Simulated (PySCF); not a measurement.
```xyz
13

C     1.7645    0.8574   -0.2758
C     0.5643    0.3369   -0.0807
C     0.2655   -1.1354   -0.2118
C    -1.1943   -1.3160    0.0849
N    -1.9407   -0.3453    0.3791
Si   -1.0708    1.1753    0.3921
H     1.9432    1.9142   -0.1734
H     2.6223    0.2568   -0.5452
H     0.8575   -1.7345    0.4867
H     0.4834   -1.5075   -1.2175
H    -1.6105   -2.3196    0.0415
H    -1.0836    1.7500    1.7330
H    -1.6051    2.0681   -0.6306
```

Geometry: GFN2-xTB.

Computed with PBE0/pcSseg-1, SCF density, gas phase, non-relativistic in PySCF.

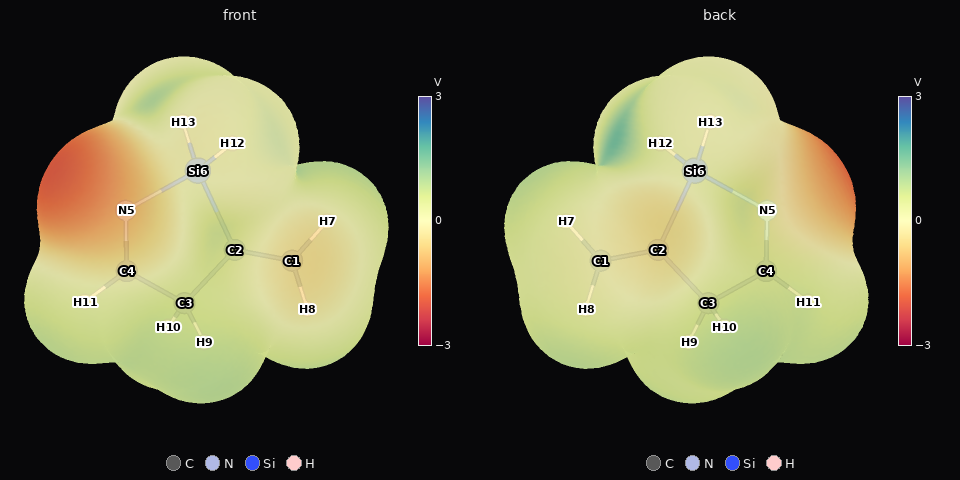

C₄H₇NSi. The molecular electrostatic potential painted on the density surface at 0.002 e/bohr³, seen from the front and from behind; the colour scale runs from red (negative) to blue (positive).

Question: Describe the electrostatic potential map.

Answer: The most negative region (about −2.0 V) lies over N5, the most positive (about +1.6 V) over Si6. N5 is the likeliest acceptor of a hydrogen bond.
